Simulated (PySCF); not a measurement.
**Yb³⁺: atomic calculation**

- system: Yb³⁺, configuration 1s2 2s2 2p6 3s2 3p6 3d10 4s2 4p6 4d10 4f13 5s2 5p6, multiplicity 2.
- method: unrestricted HF, cc-pwCVTZ-X2C, spin-free X2C-1e, Gaussian nucleus (PySCF)

### The input
```python
from pyscf import gto, scf, dft, mp, cc
import basis_set_exchange as bse
mol = gto.M(atom="Yb 0 0 0", charge=3, spin=1, symmetry="D2h",
            basis=gto.basis.parse(bse.get_basis("cc-pwCVTZ-X2C", elements=["Yb"], fmt="nwchem", header=False)),
            nucmod="G")
mf = scf.UHF(mol).sfx2c1e()
mf.irrep_nelec = {'Ag': (9, 9), 'B1g': (2, 2), 'B2g': (2, 2), 'B3g': (2, 2), 'Au': (1, 1), 'B1u': (6, 6), 'B2u': (6, 6), 'B3u': (6, 5)}
mf.kernel()
```

The script is an equivalent of what the driver set up; the driver started from orbitals of its own, so the log can be shorter than this script's would be, and it computed the properties (radii, ⟨L²⟩, response) afterwards. It held the occupations shell by shell, which the script's counts by irreducible representation don't always enforce.

Hardware: 2 threads of Intel Xeon, 11 GiB of memory available, shared host.

The run was one of a batch that the task file lists, launched with:
```bash
OMP_NUM_THREADS=2 python <driver script> TASK.json OUT
```

### The program's output (extracts)
```
damping factor = 0
level_shift factor = 0
DIIS = <class 'pyscf.scf.diis.CDIIS'>
diis_start_cycle = 1
diis_space = 10
diis_damp = 0
SCF conv_tol = 1e-09
SCF conv_tol_grad = None
number electrons alpha = 34  beta = 33
cycle= 1 E= -14053.087942017  delta_E= -0.00765  |g|= 0.0367  |ddm|= 0.036
cycle= 2 E= -14053.08800891  delta_E= -6.69e-05  |g|= 0.00383  |ddm|= 0.00408
cycle= 3 E= -14053.0880100712  delta_E= -1.16e-06  |g|= 0.00241  |ddm|= 0.000993
cycle= 4 E= -14053.088010346  delta_E= -2.75e-07  |g|= 0.00135  |ddm|= 0.000454
cycle= 5 E= -14053.0880104577  delta_E= -1.12e-07  |g|= 8.62e-05  |ddm|= 0.000207
cycle= 6 E= -14053.0880104608  delta_E= -3.12e-09  |g|= 1.76e-05  |ddm|= 8.77e-05
cycle= 7 E= -14053.0880104608  delta_E= -2.18e-11  |g|= 3.4e-06  |ddm|= 8.44e-06
converged SCF energy = -14053.0880104608  <S^2> = 0.75069824  2S+1 = 2.0006981
```

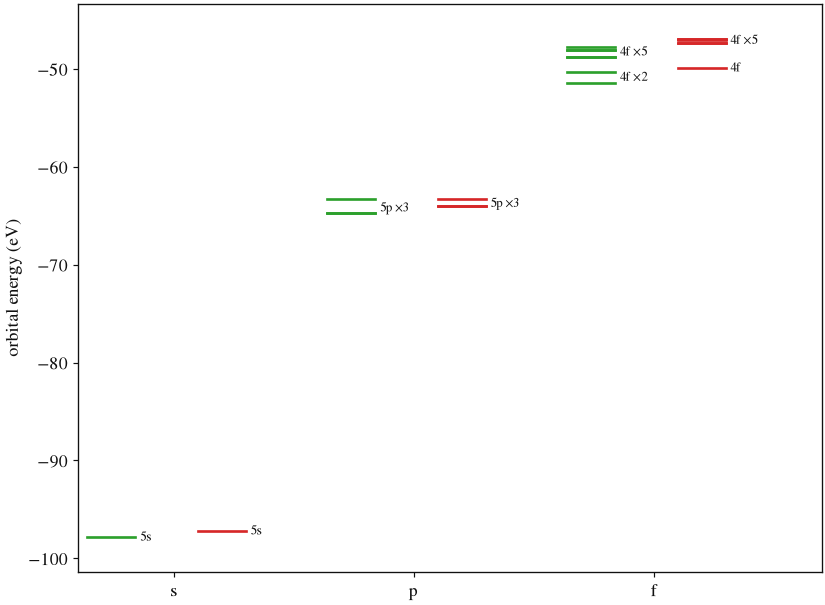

**Figure 1.** Orbital energies of the mean field, from the top down to −97.9 eV, by angular momentum, α spin at the left of each column and β at the right; ×n counts the orbitals under one label. The highest filled orbital is 4f β at −46.9 eV, the lowest empty one s α at −19.7 eV.

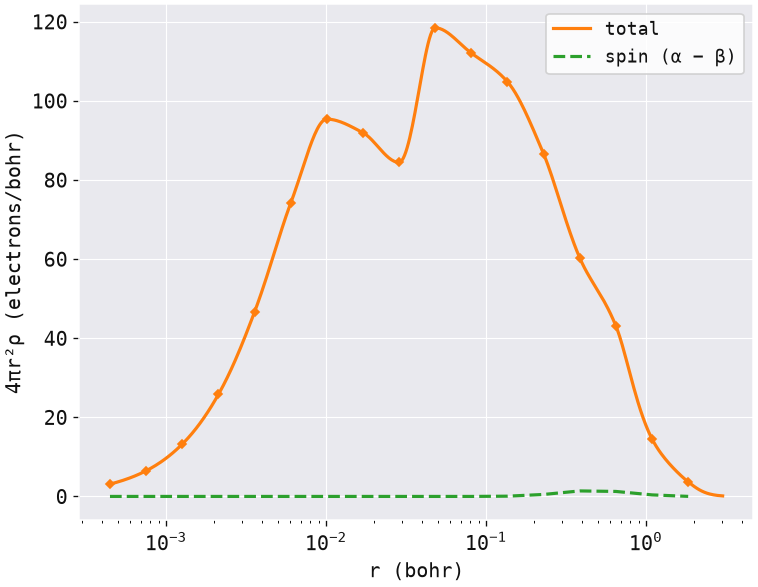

**Figure 2.** Spherically averaged radial density 4πr²ρ of the mean field and its spin part; markers are the stored points, which are sparse, and the line is a monotone interpolation between them. The largest stored value is 118 electrons/bohr at r = 0.048 bohr. Root-mean-square radii of the shells: 4s 0.519, 4p 0.552, 4d 0.604, 4f 0.807, 5s 1.28, 5p 1.49 bohr.

### Results in brief

```
      quantity                 value
       outcome             converged
  total energy   −14053.0880 hartree
          ⟨S²⟩                 0.751
          ⟨L²⟩                 12.01
SCF iterations                     7
     wall time  17 s (CPU time 30 s)
```

### Remarks

Radii and densities are those of the two-component orbitals, without the picture-change correction, so the innermost s shells come out slightly too small (about 1 % for 1s near Z = 40, more for heavier atoms).
